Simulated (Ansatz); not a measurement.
Generalised stacking fault of NaCl (rock salt) on the {100} plane. The cell below holds the perfect crystal with the plane normal along z; tilting its third vector by the shift puts one fault into each cell, between planes 2.80 Å apart, at fixed cell height.

```yaml
crystal:
  lattice:
    - [3.96526, 0.00000, 0.00000]
    - [0.00000, 3.96526, 0.00000]
    - [1.98263, 1.98263, 8.41158]
  atoms:
    - { symbol: Cl, position: [0.00000, 0.00000, 0.83333] }
    - { symbol: Cl, position: [0.33333, 0.33333, 0.16667] }
    - { symbol: Cl, position: [0.66667, 0.66667, 0.50000] }
    - { symbol: Na, position: [0.50000, 0.50000, 0.83333] }
    - { symbol: Na, position: [0.83333, 0.83333, 0.16667] }
    - { symbol: Na, position: [0.16667, 0.16667, 0.50000] }
```

In-plane vectors a = (3.965, 0.000) Å, b = (0.000, 3.965) Å, area 15.72 Å². The shift is s times the vector a (length 3.965 Å), so s = 1 restores the start. Atoms relax along the normal only. γ = [E(shift) − E(0)] / area.

All values below come from r2SCAN (plane waves to 500 eV, PAW, scalar-relativistic; Ansatz, a first-principles code). k mesh 7×7×7 (Γ-centred), Fermi-Dirac smearing 0.05 eV. E is the zero-smearing estimate. Faults lie only 8.4 Å apart, and holding the cell height raises γ above its relaxed value. NaCl was relaxed with its symmetry unable to fall. The zero of γ is zero shift.

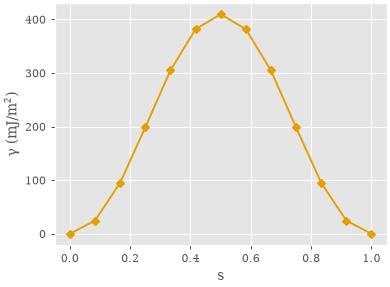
Figure: γ (mJ/m²) against s; markers are the computed points, lines only join them (the last repeats the first, one period on).

Does γ have a local minimum between the ends of the line, and at which s?

No computed point is one.

What is the highest γ among twelve even steps of s?

About 410 mJ/m².

(The slope of γ gives the shear force per area between the displaced halves; near zero shift its curvature is an elastic stiffness.)
